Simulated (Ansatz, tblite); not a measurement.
**(Br2In-mu-Cl)2 (In₂Br₄Cl₂): rung by rung**

How do method and basis change the picture of (Br2In-mu-Cl)2 (In₂Br₄Cl₂) (singlet)?

Method: as each input shows; program: Ansatz 0.2.0, Gaussian basis.

Levels to be run: GFN1-xTB, GFN2-xTB, PBE-D4/def2-TZVP, r2SCAN-D4/def2-TZVP, BLYP-D4/def2-TZVP, B2PLYP/def2-TZVP, B3LYP-D4/def2-TZVP, PBE-D4/def2-SVP, PBE0-D4/def2-SVP, CCSD(T)/def2-SVP, MP2/def2-TZVP, RPA/def2-TZVP.

4 further runs of the same task are left out: 4 set aside as unsound or not needed. Runs told in other sessions of the task aren't counted.

### 1 The relaxed structure

The singlet was relaxed beforehand with r2SCAN-D4/def2-SVP.

8 atoms, charge 0, spin multiplicity 1.

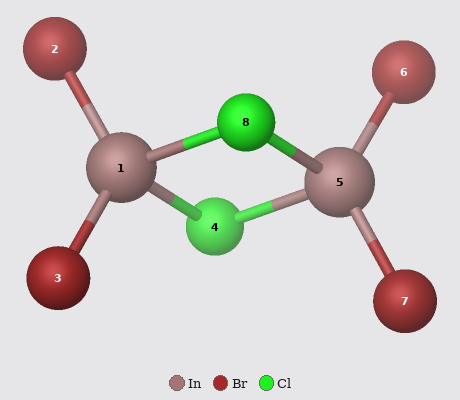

The structure; indium brown, bromine red, chlorine green; atoms are numbered from 1 in the order of the file.

As a file:

```xyz
8
charge 0, multiplicity 1
In   -0.62826   -0.96127   -1.43624
Br   -3.06600   -1.23373   -1.59923
Br    1.07278   -1.83305   -2.98225
Cl   -0.10728    1.48035   -0.94415
In    0.62708    0.96155    1.43645
Br   -1.05864    1.84570    2.99213
Br    3.06752    1.21851    1.58446
Cl    0.09280   -1.47808    0.94883
```

In takes a core potential in the def2 sets. No spin-orbit coupling is included.

PBE0-D4/def2-TZVP was run before; its log isn't repeated, and its numbers join the tables.

### 2 GFN1-xTB

Tight binding, by tblite at 300 K electronic temperature and without a spin-polarisation term:

```python
tblite.interface.Calculator('GFN1-xTB', numbers, positions, charge=0, uhf=0).singlepoint()
```

Energy -745.5413 eV, HOMO -11.80 eV, LUMO -8.15 eV; 0.018 s.

### 3 GFN2-xTB

Tight binding, by tblite at 300 K electronic temperature and without a spin-polarisation term:

```python
tblite.interface.Calculator('GFN2-xTB', numbers, positions, charge=0, uhf=0).singlepoint()
```

Energy -769.0490 eV, HOMO -12.55 eV, LUMO -9.42 eV; 0.021 s.

### 4 PBE-D4/def2-TZVP

start.molden holds the orbitals of an earlier run on this state, given as this run's starting guess.

The input, in.yaml:

```yaml
crystal:
  periodic: [false, false, false]
  atoms:
    - {symbol: In, position_ang: [-0.628260, -0.961270, -1.436241]}
    - {symbol: Br, position_ang: [-3.066004, -1.233733, -1.599234]}
    - {symbol: Br, position_ang: [1.072778, -1.833045, -2.982249]}
    - {symbol: Cl, position_ang: [-0.107277, 1.480350, -0.944151]}
    - {symbol: In, position_ang: [0.627080, 0.961553, 1.436452]}
    - {symbol: Br, position_ang: [-1.058638, 1.845704, 2.992134]}
    - {symbol: Br, position_ang: [3.067525, 1.218506, 1.584463]}
    - {symbol: Cl, position_ang: [0.092796, -1.478075, 0.948826]}
basis:
  gaussian: {orbitals: def2-TZVP, initial_orbitals: start.molden}
hamiltonian: {xc: pbe, dispersion: d4}
scf: {omitted_lower_state_checks: [starts]}
output: {forces: true, orbitals: {seedname: orbitals}}
```

On the command line:

```sh
ansatz run in.yaml --threads 2 --pin off --events-out ev --progress --plain --max-ram 32768MiB --backend cuda --devices 0, --max-vram 18GiB
```

After this run come: r2SCAN-D4/def2-TZVP; BLYP-D4/def2-TZVP; B2PLYP/def2-TZVP; B3LYP-D4/def2-TZVP; PBE-D4/def2-SVP; PBE0-D4/def2-SVP; CCSD(T)/def2-SVP; MP2/def2-TZVP; RPA/def2-TZVP.

**Question.** What will the summary of the whole plan be? Wanted: gap in def2-TZVP, named functionals, smallest and largest; correlation energy, CCSD(T)/def2-SVP; correlation energy, MP2/def2-TZVP; binding an atom, CCSD(T)/def2-SVP; PBE0 total energy, smallest basis above largest.

The runs gave:

| quantity | value |
| --- | --- |
| gap in def2-TZVP, named functionals, smallest and largest | 3.39 eV (BLYP-D4), 5.59 eV (PBE0-D4) |
| correlation energy, CCSD(T)/def2-SVP | -38.26 eV |
| correlation energy, MP2/def2-TZVP | -54.63 eV |
| binding an atom, CCSD(T)/def2-SVP | 2.385 eV |
| PBE0 total energy, smallest basis above largest | 42.89 eV (def2-SVP, def2-TZVP) |

**Reading.** Over the named functionals in def2-TZVP the gap runs from 3.39 eV (BLYP-D4) to 5.59 eV (PBE0-D4); exact exchange widens it. The functionals in def2-TZVP miss CCSD(T)/def2-SVP by +0.013 (BLYP-D4) to +0.216 eV (r2SCAN-D4) an atom. The yardstick is in a double-zeta basis, so levels in larger sets aren't compared like for like. CCSD(T)/def2-SVP isn't at the basis-set limit; small misses against it rank nothing.
